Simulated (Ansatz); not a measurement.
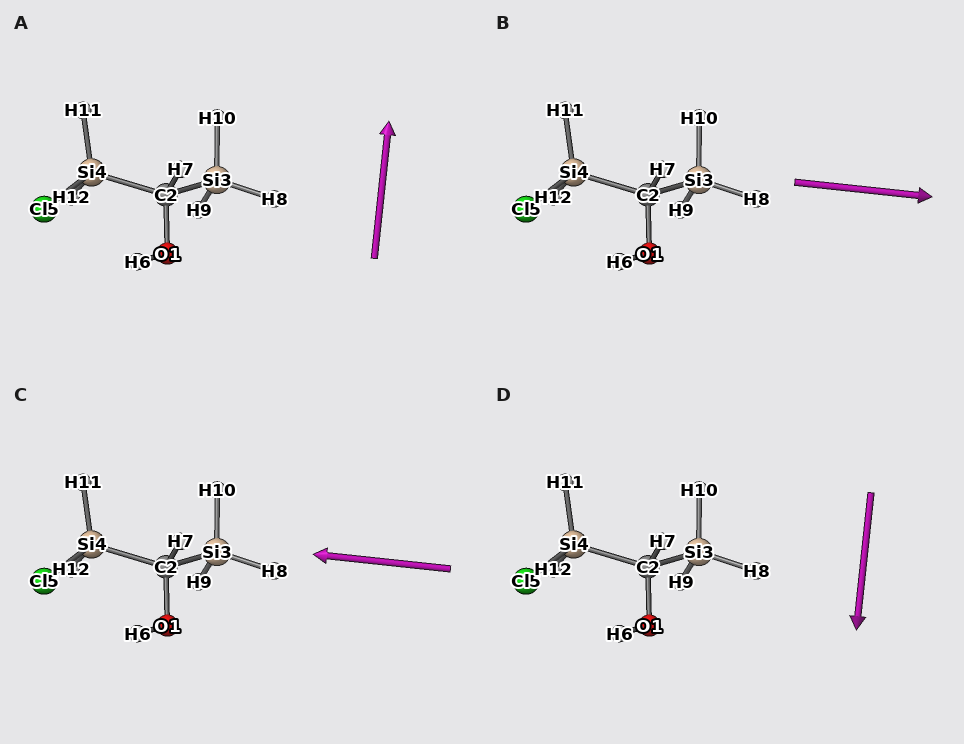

The same molecule four times, each with an arrow. Computed geometry: PBE-D4/def2-SVP optimisation. No frequency run is at hand to confirm it as a minimum. Properties computed with RKS PBE-D4/def2-SVP (Ansatz 0.2.0).

> Which arrow points along the dipole moment, from the negative to the positive end?

A. The dipole moment is 1.10 D; it points from the side of H6 to the side of H10, H11 (the outermost atoms at the two ends).
